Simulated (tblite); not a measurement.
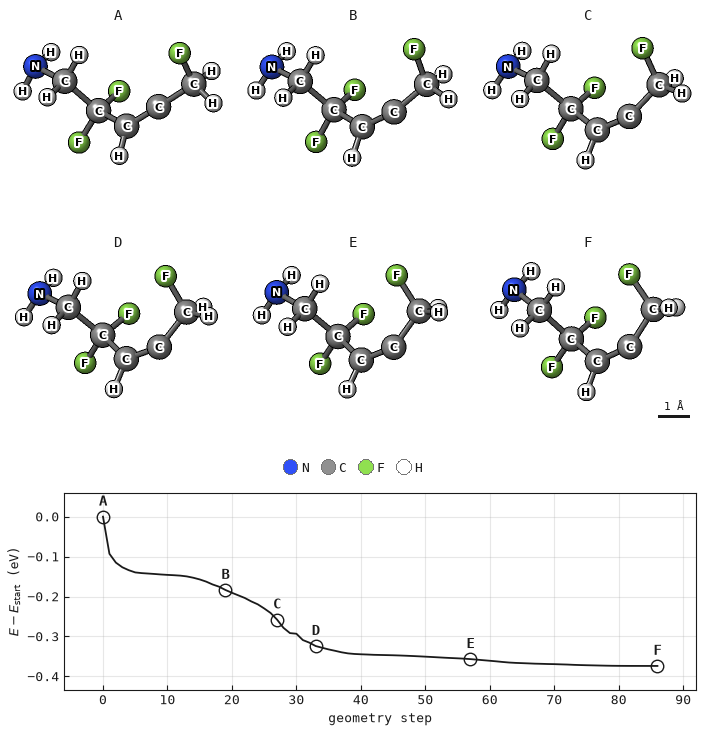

Frames of a relaxation of C₅H₇F₃N (multiplicity 2), marked on the history of the run. Style: ball-and-stick. Shown at a tilt.

Theory: GFN2-xTB geometry optimisation, gas phase in tblite. 

Question: What happens along the run?

Answer: After 86 geometry steps the energy has fallen by 0.374 eV. An F atom moves most after the best rigid fit: 1.27 Å. By element the largest moves are F 1.27 Å, H 0.89 Å, C 0.46 Å, N 0.37 Å. Some distances before and after: C–C 1.483 → 1.529 Å, C–F 1.355 → 1.393 Å, C–N 1.468 → 1.437 Å, C–C 1.568 → 1.545 Å. Among the angles between lasting bonds that change: C–C–C 178.7° → 141.9°, H–N–H 103.7° → 108.7°, C–C–F 107.7° → 112.6°. The run took 0.45 s on 1 thread of Arm Neoverse V2, with other jobs on the host. From step 0 to 19: a C atom moves most (0.24 Å), energy −0.184 eV. From step 19 to 27: an F atom moves most (0.33 Å), energy −0.074 eV. From step 27 to 33: an F atom moves most (0.33 Å), energy −0.066 eV. From step 33 to 57: an F atom moves most (0.25 Å), energy −0.033 eV. From step 57 to 86: F and H atoms move most (0.24 Å), energy −0.017 eV.

| step | E − E(0), eV |
| --- | --- |
| 0 | 0.0000 |
| 1 | -0.0930 |
| 2 | -0.1151 |
| 3 | -0.1268 |
| 4 | -0.1341 |
| 5 | -0.1397 |
| 6 | -0.1414 |
| 7 | -0.1425 |
| 8 | -0.1436 |
| 9 | -0.1449 |
| 10 | -0.1458 |
| 14 | -0.1530 |
| 18 | -0.1754 |
| 22 | -0.2037 |
| 26 | -0.2413 |
| 30 | -0.2932 |
| 34 | -0.3284 |
| 38 | -0.3424 |
| 42 | -0.3460 |
| 46 | -0.3477 |
| 50 | -0.3506 |
| 54 | -0.3541 |
| 58 | -0.3581 |
| 62 | -0.3640 |
| 66 | -0.3675 |
| 70 | -0.3693 |
| 74 | -0.3717 |
| 78 | -0.3732 |
| 82 | -0.3738 |
| 86 | -0.3739 |
